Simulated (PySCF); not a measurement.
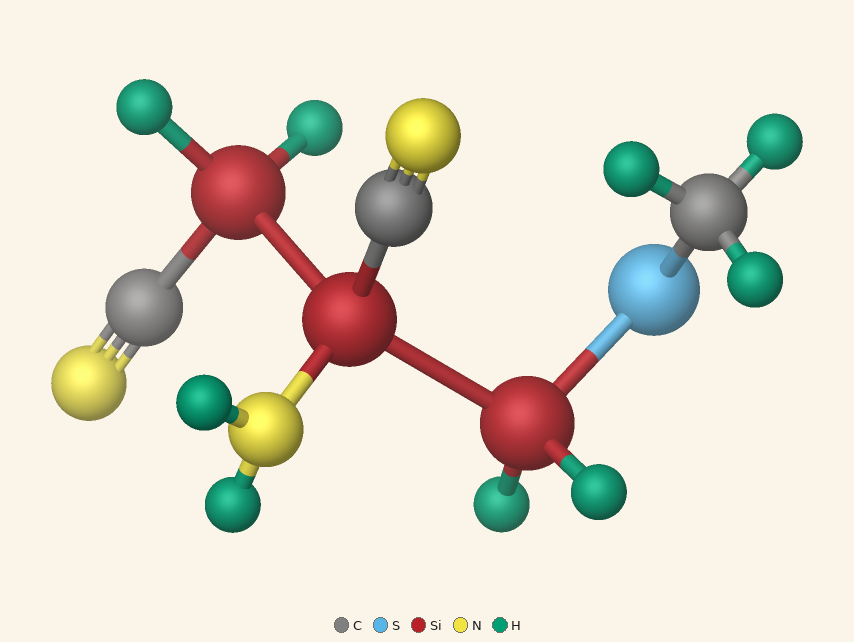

Double and triple bonds are drawn as two and three sticks.

The geometry was computed by an optimisation with GFN2-xTB. No frequency run is at hand to confirm it as a minimum.

Description:

Formula C3H9N3SSi3. SMILES: `CS[SiH2][Si@@](N)(C#N)[SiH2]C#N`. It has no ring. Among its groups: nitrile, Si–H bond, Si–N bond. This geometry has C1 symmetry. Coordination, clear cases only: 1 C tetrahedral; 1 S bent; 3 Si tetrahedral; 2 C linear.

The parts below concern this one geometry. Atoms keep their numbers from picture to picture.

## Electronic properties

No frequency run is at hand to confirm it as a minimum. Level of theory: PBE0/pcSseg-1, gas phase (PySCF 2.14.0).

Computed properties:

- dipole moment: 1.60 D
- HOMO energy (Kohn–Sham orbital): −7.10 eV
- LUMO energy (Kohn–Sham orbital): −1.88 eV
- HOMO–LUMO gap: 5.21 eV

## Quadrupole coupling

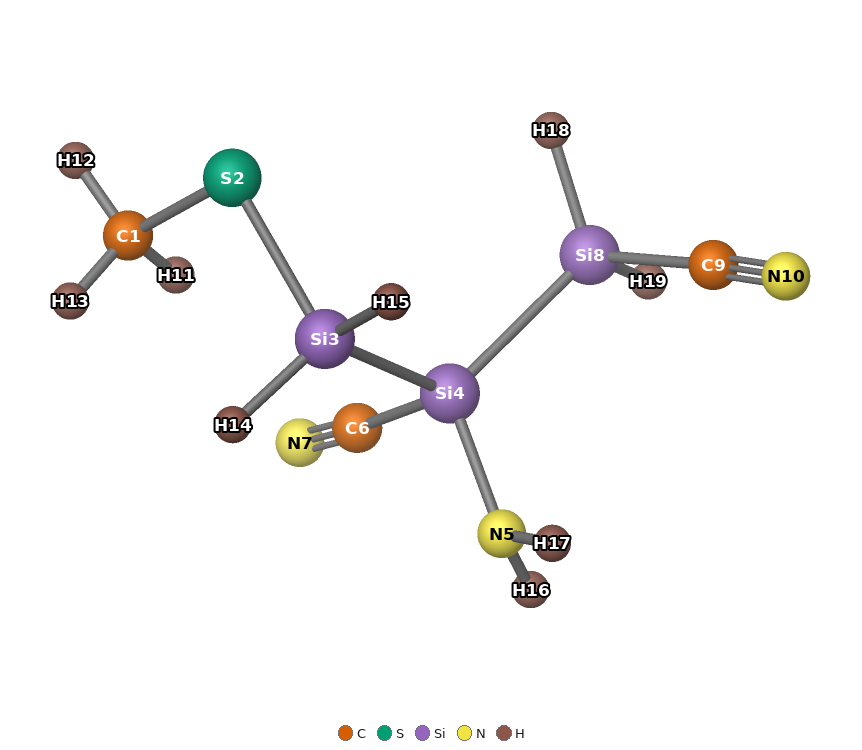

No frequency run is at hand to confirm it as a minimum. Electric field gradients from the ground-state density, PBE0/pcSseg-1 (PySCF 2.14.0), non-relativistic apart from any core potentials.

Give the largest field-gradient component, the quadrupole coupling constant and the asymmetry for 33S at S2 (Q = −67.81 mb), 14N at N5 (Q = 20.44 mb), 14N at N7 (Q = 20.44 mb), 14N at N10 (Q = 20.44 mb).

```json
{"atom": "S2", "V_zz (a.u.)": "−2.332", "e²qQ/h (MHz)": "37.2", "η": "0.77"}
{"atom": "N5", "V_zz (a.u.)": "−0.900", "e²qQ/h (MHz)": "−4.32", "η": "0.21"}
{"atom": "N7", "V_zz (a.u.)": "−1.151", "e²qQ/h (MHz)": "−5.53", "η": "0.07"}
{"atom": "N10", "V_zz (a.u.)": "−1.145", "e²qQ/h (MHz)": "−5.50", "η": "0.01"}
```

## NMR shielding

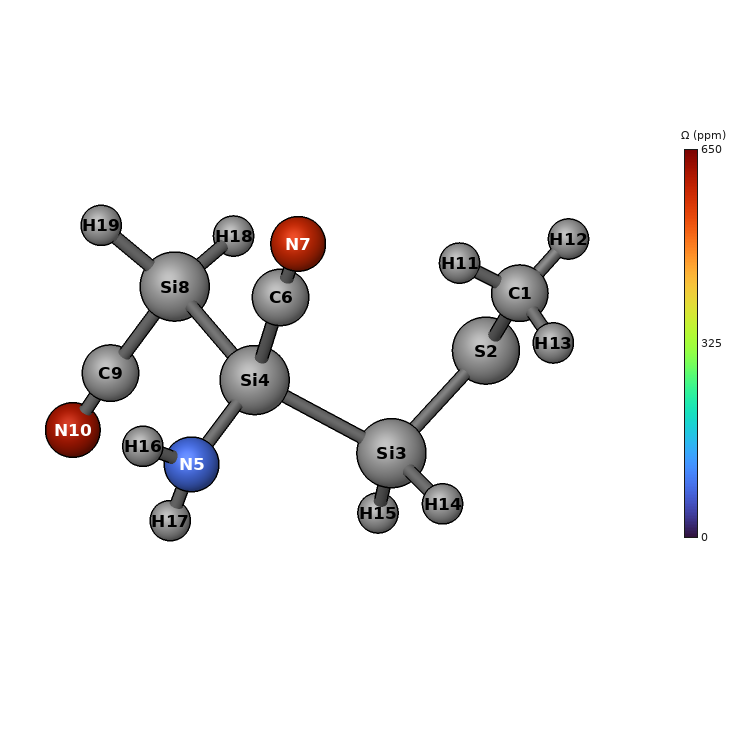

The N atoms are coloured by the span of their shielding tensor. No frequency run is at hand to confirm it as a minimum. Properties computed with GIAO PBE0/pcSseg-1 NMR shielding, non-relativistic, gas phase (PySCF 2.14.0). Principal shieldings σ11 ≤ σ22 ≤ σ33, span Ω = σ33 − σ11, skew κ = 3(σiso − σ22)/Ω.

Give the shielding tensors of the N atoms.

```tsv
atom	σ11	σ22	σ33	σiso	Ω	κ
N5	221.6	252.1	306.1	259.9	84.5	0.28
N7	−304.1	−279.9	277.1	−102.3	581.1	0.92
N10	−306.2	−302.6	298.4	−103.5	604.6	0.99
```

Shieldings and span in ppm.

The geometry is semi-empirical. Around Si such bond lengths and angles can be off by a tenth of an ångström or more and by several degrees, and values that hang on the shape move with them.
